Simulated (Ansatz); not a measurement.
C₂H₈Si···H (doublet)

The calculation's input:

```
crystal:
  periodic: [false, false, false]
  atoms:
    - { symbol: H, position_ang: [0.752233, -0.996371, 1.061587] }
    - { symbol: Si, position_ang: [-0.272592, -0.511232, 0.155742] }
    - { symbol: C, position_ang: [0.505757, -0.358101, -1.566018] }
    - { symbol: C, position_ang: [-0.87709, 1.153735, 0.829334] }
    - { symbol: H, position_ang: [2.243821, -1.314398, 2.225533] }
    - { symbol: H, position_ang: [-1.398184, -1.510558, 0.135258] }
    - { symbol: H, position_ang: [1.36816, 0.328188, -1.531532] }
    - { symbol: H, position_ang: [0.869686, -1.33323, -1.928319] }
    - { symbol: H, position_ang: [-0.210129, 0.033157, -2.30595] }
    - { symbol: H, position_ang: [-0.043145, 1.874784, 0.855263] }
    - { symbol: H, position_ang: [-1.25881, 1.049812, 1.858048] }
    - { symbol: H, position_ang: [-1.679809, 1.584312, 0.210854] }
magnetization:
  spin_polarized: true
  initial_magnetization: 1
basis:
  gaussian: { orbitals: "6-31G*" }
hamiltonian:
  xc: pbe
  dispersion: d4
relax:
  f_tol: 0.03
  max_steps: 50
output:
  orbitals: {}
```

Command:

```sh
ansatz run input.yaml --threads 2 --pin off --max-ram 3072MiB --backend cpu --events-out ev --progress --plain --runs-dir out
```

The fields are those of the run's last geometry, not of the input's.

Level of theory: UKS PBE-D4/6-31G* (Ansatz 0.2.0).

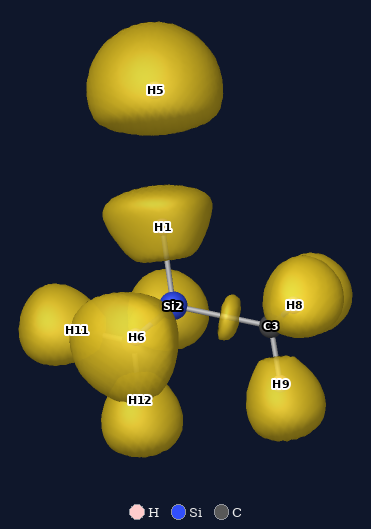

Figure 1. Isosurface of the ELF at 0.9 (yellow), seen at a tilt. Only the valence region is drawn (cores and ρ < 0.01 e/Å³ removed).

Q: What do the ELF domains correspond to?

A: The surface consists of two regions between bonded C–Si atoms (shared pairs) and nine regions around hydrogen nuclei.


H1···H5 (2.62 Å): the ELF dips to about 0 between them (a weak contact between the two molecules). C–Si (1.89 Å): the ELF peaks at about 0.95 between the atoms, as expected for a shared electron pair.

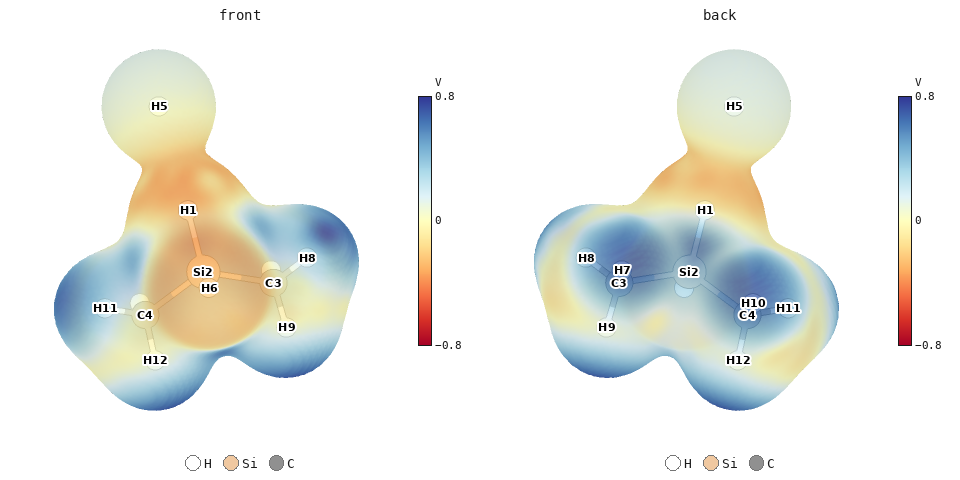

Figure 2. The molecular electrostatic potential painted on the density surface at 0.002 e/bohr³, seen from the front and from behind; red is negative and blue positive.

Q: Where is the surface potential most negative and most positive?

A: The most negative region (about −0.3 V) lies over H1 and H6, the most positive (about +0.7 V) over the H atoms.

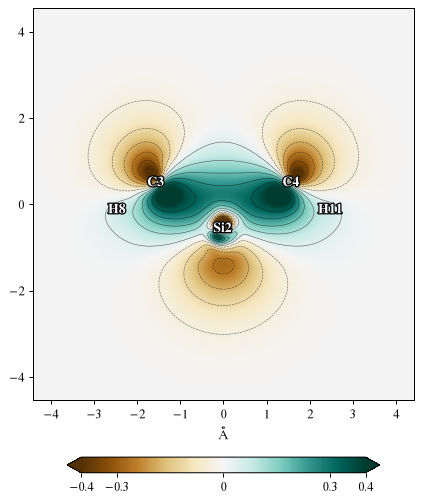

Figure 3. The HOMO−1 (β) on the plane of atoms Si2, C4 and H11 (values in Å⁻³ᐟ²; the overall sign is arbitrary).

Q: Where does this orbital lie, and at what energy?

A: Its weight (Hirshfeld) is mainly on Si2 (about 30 %), C3 (about 15 %), C4 (about 15 %), H6 (about 15 %) and H1 (about 10 %). Its energy is −7.40 eV.

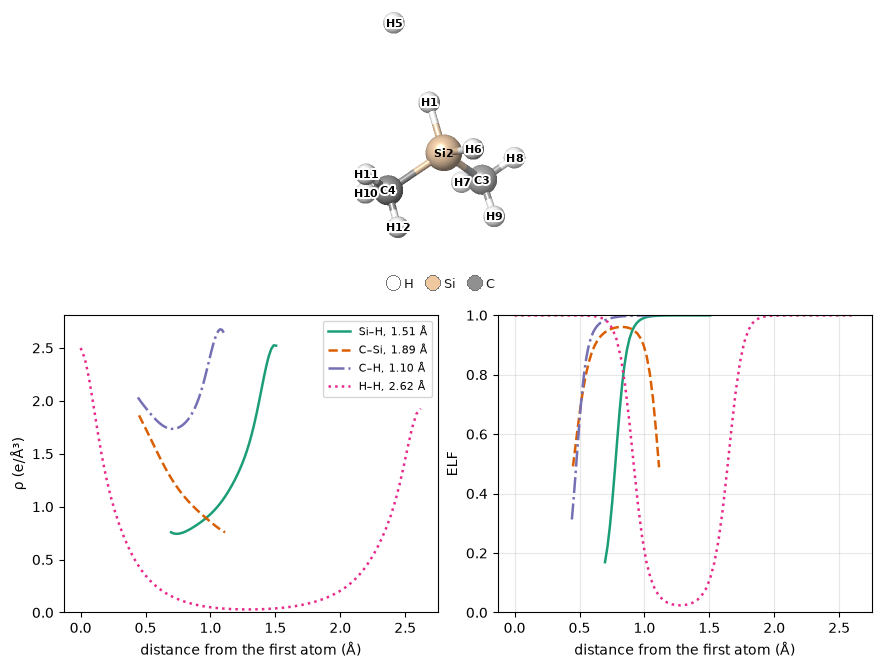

Figure 4. Electron density and electron localisation function along straight lines between neighbouring atoms. The curves leave out the atomic cores. The structure is drawn too.

Q: Compare the contacts.

A: Si–H (1.51 Å): the density is about 0.74 e/Å³ at the midpoint; the ELF climbs to about 1 towards the hydrogen, as it does in any bond to H.
C–Si (1.89 Å): ρ is about 0.91 e/Å³ halfway; the ELF peaks at about 0.95 between the atoms, as expected for a covalent bond.
C–H (1.10 Å): ρ is about 1.9 e/Å³ halfway; the ELF climbs to about 1 towards the hydrogen: a covalent bond by its length.
H1···H5 (2.62 Å): the density falls to about 0.03 e/Å³ on the way; the ELF dips to about 0 between them: a non-bonded, intermolecular contact.
